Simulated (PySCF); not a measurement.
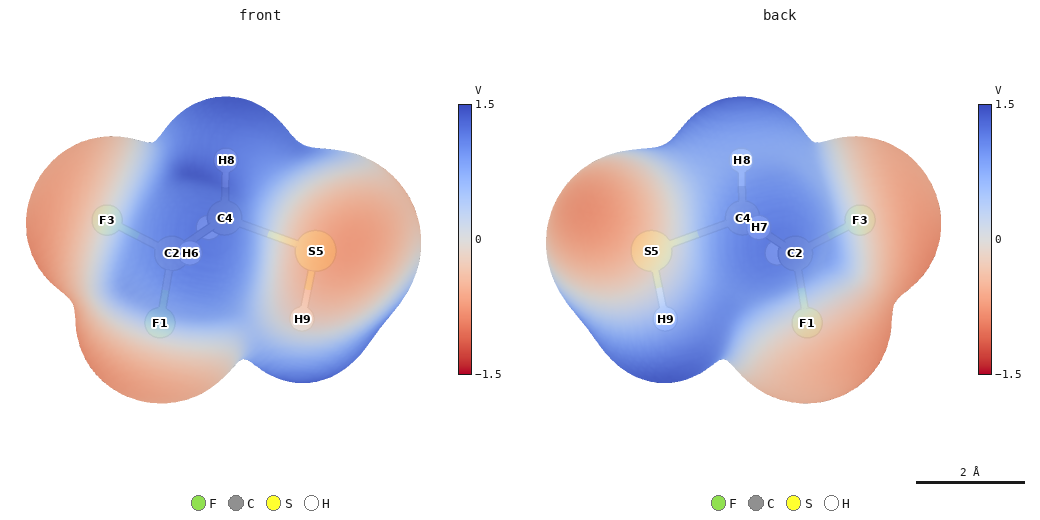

Figure. C$_{2}$H$_{4}$F$_{2}$S (SMILES FC(F)CS). The electrostatic potential painted on the density surface at 0.002 e/bohr³, seen from the front and from behind; the colour scale runs from red (negative) to blue (positive).

Geometry: GFN2-xTB.

The calculation used PySCF 2.14.0, PBE0/pcSseg-1, SCF density, gas phase, non-relativistic.

```yaml
atoms:
  - { symbol: F, position_ang: [0.7372, 1.4334, -0.6192] }
  - { symbol: C, position_ang: [0.8473, 0.3128, 0.1347] }
  - { symbol: F, position_ang: [2.0459, -0.2350, -0.1768] }
  - { symbol: C, position_ang: [-0.2740, -0.6610, -0.1829] }
  - { symbol: S, position_ang: [-1.8630, -0.0755, 0.4871] }
  - { symbol: H, position_ang: [0.8721, 0.6170, 1.1921] }
  - { symbol: H, position_ang: [-0.3563, -0.8010, -1.2610] }
  - { symbol: H, position_ang: [-0.0667, -1.6151, 0.2994] }
  - { symbol: H, position_ang: [-1.9288, 1.0303, -0.2516] }
```

**Describe the electrostatic potential map.**

The most negative region (about −0.8 V) lies over F1, F3 and S5, the most positive (about +1.3 V) over C2, C4, H8 and H9.

**How polar is the molecule by this calculation?**

Its dipole moment is 0.68 D.
